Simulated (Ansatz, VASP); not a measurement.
# SnO2 (Cassiterite) in two plane-wave programs

Wanted: the spread between two codes on one cell, functional and k mesh.

Program: Ansatz 0.2.0. Level of theory: plane waves, with VASP 6.6.1 beside it; band structure at r2SCAN, band structure at BLYP and band structure at B3LYP. Results are calculated unless marked as measured.

## 1. Set-up

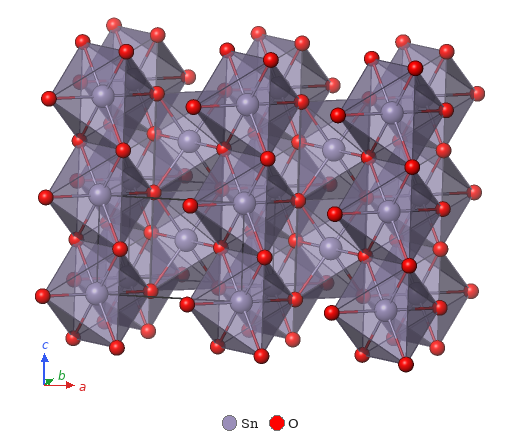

The starting structure, seen slightly off an axis (tin purple, oxygen red). 2×1×2 cells are drawn. Some periodic images of atoms are drawn too.

## 2. Ansatz: band structure, r2SCAN

Ansatz runs on its default PAW (the set named soft_2) files.

The same path points are solved in both programs, so levels can be compared one by one.

The input, input.yaml:

```yaml
crystal:
  lattice:
    - [4.738, 0.0, 0.0]
    - [0.0, 4.738, 0.0]
    - [0.0, 0.0, 3.1865]
  atoms:
    - { symbol: Sn, position: [0.0, 0.0, 0.0] }
    - { symbol: Sn, position: [0.5, 0.5, 0.5] }
    - { symbol: O, position: [0.3071, 0.3071, 0.0] }
    - { symbol: O, position: [0.1929, 0.8071, 0.5] }
    - { symbol: O, position: [0.6929, 0.6929, 0.0] }
    - { symbol: O, position: [0.8071, 0.1929, 0.5] }
hamiltonian:
  xc: r2scan
  pseudopotentials: { kind: paw }
kpoints:
  mp_grid: { grid: [3, 3, 4] }
  band_path:
    path:
      - [0.0, 0.0, 0.0]
      - [0.0, 0.13333, 0.0]
      - [0.0, 0.3, 0.0]
      - [0.0, 0.46667, 0.0]
      - [0.1, 0.5, 0.0]
      - [0.26667, 0.5, 0.0]
      - [0.43333, 0.5, 0.0]
      - [0.43333, 0.43333, 0.0]
      - [0.26667, 0.26667, 0.0]
      - [0.1, 0.1, 0.0]
      - [0.0, 0.0, 0.03333]
      - [0.0, 0.0, 0.2]
      - [0.0, 0.0, 0.36667]
      - [0.0, 0.0, 0.5]
      - [0.0, 0.16667, 0.5]
      - [0.0, 0.3, 0.5]
      - [0.0, 0.46667, 0.5]
      - [0.1, 0.5, 0.5]
      - [0.26667, 0.5, 0.5]
      - [0.43333, 0.5, 0.5]
      - [0.43333, 0.43333, 0.5]
      - [0.26667, 0.26667, 0.5]
      - [0.1, 0.1, 0.5]
      - [0.0, 0.5, 0.03333]
      - [0.0, 0.5, 0.2]
      - [0.0, 0.5, 0.36667]
      - [0.5, 0.5, 0.0]
      - [0.5, 0.5, 0.16667]
      - [0.5, 0.5, 0.33333]
      - [0.5, 0.5, 0.5]
    npoints: 1
scf:
  occupations: { method: gaussian, width: 0.02 }
  n_extra_bands: 9
output:
  forces: true
  stress: true
  eigenvalues: true
```

The run is started by

```
$ ansatz run input.yaml --threads 4 --pin off --max-ram 9216MiB --backend cpu --events-out ev --progress --plain --runs-dir out
```

Numbers of over 12 decimals in the logs are rounded to 6 here.

Output:

```text
scf.n_extra_bands = 9 over 26 filled bands (N_el = 52.0): the run solves 35 bands
Engine: ansatz 0.2.0, aarch64-unknown-linux-gnu
Pseudopotentials: kind: paw
Pseudopotential: Sn, paw, valence charge 14, recommended cutoff 500 eV (meta_gga), Sn.paw.azcp
Pseudopotential: O, paw, valence charge 6, recommended cutoff 500 eV (meta_gga), O.paw.azcp
Functional definition: r2SCAN
  parameter k0 = 0.174
  parameter k1 = 0.065
  parameter a1 = 4.9479
  exchange = r2scan_x(k0 = k0, k1 = k1, a1 = a1)
  correlation = r2scan_c
Crystal: 6 atoms, lattice volume = 71.533 Å³
Basis set: ecut = 500 eV, 1835 PW (Γ), exchange–correlation on 144×144×96 points (64 copies of the dense FFT grid, shifted against one another)
Bands: 35, of which v1, the nominal top of the filled ones, is band 26 counted from 1 (25 counted from 0)
Symmetry: 16 space group operations
Space group: P42/mnm (ITA 136), of the structure as read, at distance tolerance 4.2e-5 Å
k-points: 9 of 36
Non-local potential: Sn, projectors of the file, l = 0: 2, l = 1: 2, l = 2: 2, l = 3: 2
Non-local potential: O, projectors of the file, l = 0: 2, l = 1: 2, l = 2: 1
PAW form: soft (Blöchl's): semilocal exchange-correlation on the pseudo side does not see the compensation charge
PAW frozen core: Sn, regenerated for the run's functional (the file was generated under x = pbe(κ = 0.804, μ = 0.219515), c = pbe(β = 0.066725))
PAW frozen core: O, regenerated for the run's functional (the file was generated under x = pbe(κ = 0.804, μ = 0.219515), c = pbe(β = 0.066725))
PAW one-centre angular grid: Sn, 590 points (default); XC on 249 of its mesh's 2787 points in the sphere
PAW one-centre angular grid: O, 302 points (default); XC on 160 Gauss nodes
Initial density: superposition of atomic densities (neutral atoms: chi_scale 0, normalization atom), corrected by the library's trained network
Initial wavefunctions: pseudopotential atomic-orbital guess
Functional: x = r2scan, c = r2scan; τ floored in thin density (d = 2e-4 eV/Å³)
SCF iter   1: F=—  HF=-14352.294999 eV  |F-HF|=—  |Δ(HF+E_count)|=         —  Δρ=1.05e-2  dr2=5.76e-2  dr2_τ=2.83e-1  ethr=1.77e-3  ⟨swp⟩=6.0  Hψ=1386  notcnv=0
preconditioner: auto → Resta (q_TF=auto, 2.587 Å⁻¹)  ε∞=3.0  [insulator: Δε(μ)=2.004 eV  Ē_g=22.370 eV  σ=0.020 eV  W_gap=1.00  n_scr=18 (ndim 8)  ℏωp=31.7 eV  f_vac=0.026  D(μ)=0.00/eV (n_scr^D=0)  ε∞_Penn≈3.0]
SCF iter   2: F=—  HF=-14352.403097 eV  |F-HF|=—  |Δ(HF+E_count)|=   1.08e-1  Δρ=6.19e-3  dr2=1.46e-2  dr2_τ=1.06e-3  ethr=1.11e-4  ⟨swp⟩=2.6  Hψ=583  notcnv=0  defer=37
SCF iter   3: F=—  HF=-14352.402346 eV  |F-HF|=—  |Δ(HF+E_count)|=   7.51e-4  Δρ=8.96e-4  dr2=5.19e-4  dr2_τ=1.05e-4  ethr=2.80e-5  ⟨swp⟩=2.0  Hψ=322  notcnv=0  defer=37
SCF iter   4: F=—  HF=-14352.402407 eV  |F-HF|=—  |Δ(HF+E_count)|=   6.13e-5  Δρ=2.75e-4  dr2=3.72e-5  dr2_τ=4.08e-6  ethr=9.97e-7  ⟨swp⟩=2.3  Hψ=415  notcnv=0  defer=37
SCF iter   5: F=—  HF=-14352.402415 eV  |F-HF|=—  |Δ(HF+E_count)|=   8.51e-6  Δρ=9.83e-5  dr2=8.16e-6  dr2_τ=4.53e-7  ethr=7.16e-8  ⟨swp⟩=2.1  Hψ=430  notcnv=0  defer=37
SCF iter   6: F=—  HF=-14352.402414 eV  |F-HF|=—  |Δ(HF+E_count)|=   1.59e-6  Δρ=4.27e-5  dr2=1.39e-6  dr2_τ=4.26e-8  ethr=1.57e-8  ⟨swp⟩=2.4  Hψ=501  notcnv=0  defer=37
SCF iter   7: F=-14352.402414 eV  HF=-14352.402414 eV  |F-HF|=1.36e-9  |Δ(HF+E_count)|=   3.36e-7  Δρ=4.27e-6  dr2=1.17e-8  dr2_τ=9.27e-10  ethr=1.92e-10  ⟨swp⟩=8.9  Hψ=1739  notcnv=0
SCF 1 converged in 7 iterations: F = -14352.402414 eV  dr2 = 1.17e-8
  greatest PAW one-centre occupation: 0.996 electrons in one spin orbital (limit 2), on the Sn atom at site 1 (counted from 0), in its partial waves of l = 2
NSCF: frozen V_eff on 30 k-points
SCF converged after 7 iterations
Free energy (F): -14352.402414 eV
Harris-Foulkes:  -14352.402414 eV  (|F-HF|=1.36e-9)
Internal energy: -14352.402414 eV  (E = F + TS)
E sigma→0 (E₀):  -14352.402414 eV
Fermi energy:    10.061359 eV
--- Per-component energies (eV) ---
  E_band       = -154.304972
  E_kinetic    = 1087.925328
  E_local      = -2863.160561  (includes V_loc(G=0)·N_el)
  E_nonlocal   = 131.860572
  E_hartree    = 1495.732021
  E_xc         = -1036.341734
  E_vxc        = -623.376058  (∫ρ·V_xc dr)
  E_paw        = -8986.913148  (= ΣΔE_a)
  E_vpaw       = -918.308151  (= ΣTr[D̂ρ^β])
  E_aug_tail   = 0.004012  (compensation charges beyond the density's cutoff)
  E_vtau       = 39.282324  (kinetic-family band-sum trace: ∫τ·v_τ [+ j·A + Jᵃ·Aᵃ] dr)
  E_ewald      = -4182.851779
  E_core_change = 1.342876  (= ΣΔE_core)
  E_smearing   = -0.000000  (= −TS)
  E_closure    = -0.000000  (closes the sum)
  Σ components = -14352.402414   (vs F -14352.402414, Δ=0.00e0)
--- Forces (eV/Å), atoms counted from 1 ---
  atom   1  Sn     0.00000000    -0.00000000     0.00000000
  atom   2  Sn    -0.00000000     0.00000000    -0.00000000
  atom   3  O     -0.17267224    -0.17267224     0.00000000
  atom   4  O      0.17267224    -0.17267224     0.00000000
  atom   5  O      0.17267224     0.17267224    -0.00000000
  atom   6  O     -0.17267224     0.17267224    -0.00000000
  max |Σ_I F_I| component: 5.55e-17 eV/Å
--- Stress (GPa, compression-positive) ---
        2.838154       0.000000       0.000000
        0.000000       2.838154       0.000000
        0.000000       0.000000       4.156850
  P = ⅓ Tr σ = 3.2777 GPa (32.777 kbar)
--- Band table (eV; the first three rows and the last of 9) ---
  k-point 0: bands = [... 22 lower, 7.8964, 8.3097, 8.3097, 9.0832, 11.0395, 15.9934, 16.2290, 16.2290, ... 5 higher]
  k-point 1: bands = [... 22 lower, 6.6229, 8.2432, 8.2432, 8.5706, 13.6276, 16.8630, 18.3808, 18.3808, ... 5 higher]
  k-point 2: bands = [... 22 lower, 7.3933, 7.3933, 7.7977, 7.7977, 16.1481, 16.1481, 19.7339, 19.7339, ... 5 higher]
  k-point 8: bands = [... 22 lower, 7.9588, 8.0081, 8.0908, 8.1188, 15.2375, 15.4922, 18.3013, 19.3144, ... 5 higher]
```

It took 2.4 s on 4 threads of Arm Neoverse V2, shared host; peak memory 0.45 GiB; 8.1 s of CPU time.

The column dr2 measures how far the density is from self-consistency, as an energy; F and HF (Harris–Foulkes) agree once it is small.

## 3. VASP: band structure, r2SCAN

The same cell, functional, mesh and smearing now go to VASP, with its own data sets and cutoff.

Lines of VASP's logs that name or quote its potential files are left out, and so is its time.

The input, INCAR:

```
SYSTEM = SnO2
PREC = Accurate
ENCUT = 520
EDIFF = 1E-06
NELM = 100
ISMEAR = 0
SIGMA = 0.02
LREAL = .FALSE.
ALGO = Normal
METAGGA = R2SCAN
LASPH = .TRUE.
NBANDS = 42
LORBIT = 11
LWAVE = .FALSE.
LCHARG = .FALSE.
KPAR = 4
NCORE = 2
```

The input, POSCAR:

```
SnO2
1.0
    4.7380000000      0.0000000000      0.0000000000
    0.0000000000      4.7380000000      0.0000000000
    0.0000000000      0.0000000000      3.1865000000
Sn O
2 4
Direct
    0.0000000000      0.0000000000      0.0000000000
    0.5000000000      0.5000000000      0.5000000000
    0.3071000000      0.3071000000      0.0000000000
    0.1929000000      0.8071000000      0.5000000000
    0.6929000000      0.6929000000      0.0000000000
    0.8071000000      0.1929000000      0.5000000000
```

The input, KPOINTS:

```
Automatic mesh
0
Gamma
3 3 4
0 0 0
```

The input, KPOINTS_OPT:

```
Line mode
16
Line-mode
Reciprocal
  0.00000000   0.00000000   0.00000000 GAMMA
  0.00000000   0.50000000   0.00000000 X

  0.00000000   0.50000000   0.00000000 X
  0.50000000   0.50000000   0.00000000 M

  0.50000000   0.50000000   0.00000000 M
  0.00000000   0.00000000   0.00000000 GAMMA

  0.00000000   0.00000000   0.00000000 GAMMA
  0.00000000   0.00000000   0.50000000 Z

  0.00000000   0.00000000   0.50000000 Z
  0.00000000   0.50000000   0.50000000 R

  0.00000000   0.50000000   0.50000000 R
  0.50000000   0.50000000   0.50000000 A

  0.50000000   0.50000000   0.50000000 A
  0.00000000   0.00000000   0.50000000 Z

  0.00000000   0.50000000   0.00000000 X
  0.00000000   0.50000000   0.50000000 R

  0.50000000   0.50000000   0.00000000 M
  0.50000000   0.50000000   0.50000000 A
```

The projector-augmented-wave data sets are Sn_d and O (PBE family, release 64).

The run is started by

```
$ mpirun -np 8 vasp_std
```

Output:

```text
[banner, memory and clock lines left out]
running    8 mpi-ranks, on    1 nodes
 distrk:  each k-point on    2 cores,    4 groups
 distr:  one band on    2 cores,    1 groups

 POSCAR found type information on POSCAR SnO
 POSCAR found :  2 types and       6 ions
|                                                                             |
|               ----> ADVICE to this user running VASP <----                  |
|                                                                             |
|     You enforced a specific xc type in the INCAR file but a different       |
|     [... a line on the potential file left out ...]
|     I HOPE YOU KNOW WHAT YOU ARE DOING!                                     |
|                                                                             |

 LDA part: xc-table for (None), standard interpolation
 POSCAR, INCAR and KPOINTS ok, starting setup
 FFT: planning ... GRIDC
 FFT: planning ... GRID_SOFT
 FFT: planning ... GRID
 WAVECAR not read
 entering main loop
       N       E                     dE             d eps       ncg     rms          rms(c)
DAV:   1     0.559579694440E+03    0.55958E+03   -0.24402E+04   900   0.199E+03
DAV:   2     0.809846954121E+00   -0.55877E+03   -0.51315E+03   804   0.567E+02
DAV:   3    -0.983910791018E+02   -0.99201E+02   -0.97157E+02   862   0.182E+02
DAV:   4    -0.103250157939E+03   -0.48591E+01   -0.48437E+01   856   0.445E+01
DAV:   5    -0.103375369271E+03   -0.12521E+00   -0.12518E+00   966   0.728E+00    0.161E+01
DAV:   6    -0.841625803705E+02    0.19213E+02   -0.85403E+00  1114   0.555E+01    0.698E+00
DAV:   7    -0.845247389895E+02   -0.36216E+00   -0.29450E+00   966   0.978E+00    0.397E+00
DAV:   8    -0.846370534967E+02   -0.11231E+00   -0.34095E-01  1024   0.849E+00    0.129E+00
DAV:   9    -0.845929724963E+02    0.44081E-01   -0.12693E-01  1144   0.559E+00    0.243E-01
DAV:  10    -0.845945444049E+02   -0.15719E-02   -0.19203E-02   860   0.792E-01    0.174E-01
DAV:  11    -0.845945747829E+02   -0.30378E-04   -0.26123E-03   920   0.384E-01    0.835E-02
DAV:  12    -0.845945133844E+02    0.61398E-04   -0.18074E-04   876   0.914E-02    0.478E-02
DAV:  13    -0.845944793688E+02    0.34016E-04   -0.10568E-04   888   0.708E-02    0.978E-03
DAV:  14    -0.845944779648E+02    0.14040E-05   -0.80104E-06   950   0.324E-02    0.926E-04
DAV:  15    -0.845944783591E+02   -0.39434E-06   -0.99008E-07   540   0.614E-03
   1 F= -.84594478E+02 E0= -.84594478E+02  d E =-.172265E-45
 Start KPOINTS_OPT (optional k-point list driver)
k-point batch [1-9\144]
       N       E                     dE             ncg
DAV:   1     0.300540155363E+04    0.18742E+04      928
DAV:   2    -0.199926700562E+04   -0.50047E+04      772
DAV:   3    -0.284389382419E+04   -0.84463E+03      868
DAV:   4    -0.288297746148E+04   -0.39084E+02      904
DAV:   5    -0.288392818759E+04   -0.95073E+00     1040
DAV:   6    -0.288395549331E+04   -0.27306E-01      934
DAV:   7    -0.288395736089E+04   -0.18676E-02     1160
DAV:   8    -0.288395736910E+04   -0.82089E-05      896
DAV:   9    -0.288395736922E+04   -0.11895E-06      598
[...]
k-point batch [136-144\144]
       N       E                     dE             ncg
DAV:   1     0.325164829643E+04   -0.13735E+05      870
DAV:   2    -0.196645646407E+04   -0.52181E+04      772
DAV:   3    -0.292090989560E+04   -0.95445E+03      852
DAV:   4    -0.297121377987E+04   -0.50304E+02      864
DAV:   5    -0.297240377876E+04   -0.11900E+01      970
DAV:   6    -0.297244532949E+04   -0.41551E-01      894
DAV:   7    -0.297244824189E+04   -0.29124E-02     1106
DAV:   8    -0.297244825427E+04   -0.12381E-04      864
DAV:   9    -0.297244825443E+04   -0.15900E-06      576
```

Parts of OUTCAR (step 3):

```text
ion  position               nearest neighbor table
   1  0.000  0.000  0.000-   4 2.05   6 2.05   4 2.05   6 2.05   5 2.06   3 2.06   2 3.71   2 3.71
                             2 3.71   2 3.71   2 3.71   2 3.71   2 3.71   2 3.71
   2  0.500  0.500  0.500-   3 2.05   5 2.05   3 2.05   5 2.05   4 2.06   6 2.06   1 3.71   1 3.71
                             1 3.71   1 3.71   1 3.71   1 3.71   1 3.71   1 3.71
   3  0.307  0.307  0.000-   2 2.05   2 2.05   1 2.06
   4  0.193  0.807  0.500-   1 2.05   1 2.05   2 2.06
   5  0.693  0.693  0.000-   2 2.05   2 2.05   1 2.06
   6  0.807  0.193  0.500-   1 2.05   1 2.05   2 2.06

  LATTYP: Found a simple tetragonal cell.
 ALAT       =     4.7380000000
 C/A-ratio  =     0.6725411566

 Subroutine GETGRP returns: Found 16 space group operations
 (whereof  8 operations were pure point group operations)

The static configuration has the point symmetry D_2h.
 The point group associated with its full space group is D_4h.

 Found      9 irreducible k-points:

   k-points           NKPTS =      9   k-points in BZ     NKDIM =      9   number of bands    NBANDS=     42

   dimension x,y,z NGX =    36 NGY =   36 NGZ =   24
   dimension x,y,z NGXF=    72 NGYF=   72 NGZF=   48

   ENCUT  =  520.0 eV  38.22 Ry    6.18 a.u.   8.81  8.81  5.92*2*pi/ulx,y,z

   NELECT =      52.0000    total number of electrons

 k-points in reciprocal lattice and weights: Automatic mesh
   0.00000000  0.00000000  0.00000000       0.028
   0.33333333  0.00000000  0.00000000       0.111
   0.33333333  0.33333333  0.00000000       0.111
   0.00000000  0.00000000  0.25000000       0.056
   0.33333333  0.00000000  0.25000000       0.222
   0.33333333  0.33333333  0.25000000       0.222
   0.00000000  0.00000000  0.50000000       0.028
   0.33333333  0.00000000  0.50000000       0.111
   0.33333333  0.33333333  0.50000000       0.111

 average (electrostatic) potential at core
       1-104.9091       2-104.9091       3 -71.5261       4 -71.5261       5 -71.5261
       6 -71.5261

 E-fermi :   5.9128

 k-point     1 :       0.0000    0.0000    0.0000
  band No.  band energies     occupation
    ...
     22       4.5140      2.00000
     23       4.5140      2.00000
     24       4.9318      2.00000
     25       4.9318      2.00000
     26       5.7156      2.00000
     27       7.6997      0.00000
     28      12.6198      0.00000
     29      12.8641      0.00000
     30      12.8641      0.00000
     31      16.9338      0.00000
    ...

 k-point     2 :       0.3333    0.0000    0.0000
  band No.  band energies     occupation
    ...
     22       4.0880      2.00000
     23       4.5388      2.00000
     24       4.5604      2.00000
     25       4.9994      2.00000
     26       5.2756      2.00000
     27       9.6057      0.00000
     28      11.8525      0.00000
     29      13.2951      0.00000
     30      13.4693      0.00000
     31      17.6701      0.00000
    ...

 k-point     3 :       0.3333    0.3333    0.0000
  band No.  band energies     occupation
    ...
     22       3.9984      2.00000
     23       4.4536      2.00000
     24       4.5169      2.00000
     25       4.8321      2.00000
     26       5.0087      2.00000
     27      10.5408      0.00000
     28      11.6041      0.00000
     29      13.7593      0.00000
     30      13.8446      0.00000
     31      17.3812      0.00000
    ...

  Total        1.6876525      1.6876525      2.5534113      0.0000000      0.0000000      0.0000000
  in kB       37.7998070     37.7998070     57.1909512      0.0000000      0.0000000      0.0000000
  external PRESSURE =      44.2635218 kB  Pullay stress =       0.0000000 kB

  energy-cutoff  :      520.00
  volume of cell :       71.53
      direct lattice vectors                 reciprocal lattice vectors
     4.738000000  0.000000000  0.000000000     0.211059519  0.000000000  0.000000000
     0.000000000  4.738000000  0.000000000     0.000000000  0.211059519  0.000000000
     0.000000000  0.000000000  3.186500000     0.000000000  0.000000000  0.313823945

 POSITION                                       TOTAL-FORCE (eV/Angst)
 -----------------------------------------------------------------------------------
      0.00000      0.00000      0.00000         0.000000     -0.000000      0.000000
      2.36900      2.36900      1.59325         0.000000     -0.000000      0.000000
      1.45504      1.45504      0.00000        -0.197095     -0.197095      0.000000
      0.91396      3.82404      1.59325         0.197095     -0.197095      0.000000
      3.28296      3.28296      0.00000         0.197095      0.197095     -0.000000
      3.82404      0.91396      1.59325        -0.197095      0.197095     -0.000000
 -----------------------------------------------------------------------------------
    total drift:                               -0.000000      0.000000      0.000000

  FREE ENERGIE OF THE ION-ELECTRON SYSTEM (eV)
  ---------------------------------------------------
  free  energy   TOTEN  =       -84.5944783591 eV

  energy  without entropy=      -84.5944783591  energy(sigma->0) =      -84.59447836

 total charge
# of ion       s       p       d       tot
------------------------------------------
    1        0.833   1.126  10.397  12.356
    2        0.833   1.126  10.397  12.356
    3        1.562   3.551   0.000   5.113
    4        1.562   3.551   0.000   5.113
    5        1.562   3.551   0.000   5.113
    6        1.562   3.551   0.000   5.113
--------------------------------------------------
tot          7.915  16.455  20.795  45.165

[... 3 further parts left out ...]
```

The run ends at a pressure of 4.43 GPa, with forces up to 0.28 eV/Å.

(Continued in part 2 of 3.)

[Lines on the potential files, build, host, timing and source positions are cut from VASP's logs without a mark.]

[Logs are printed without paths, hosts, clocks, repeated set-up lines and the standing remarks that a program may print on its own settings, such as how far it seeks lower states.]

[Hosts, paths, dates, database ids (printed as entryN), source tags and the programs' standing remarks are cut or masked in the printed files.]
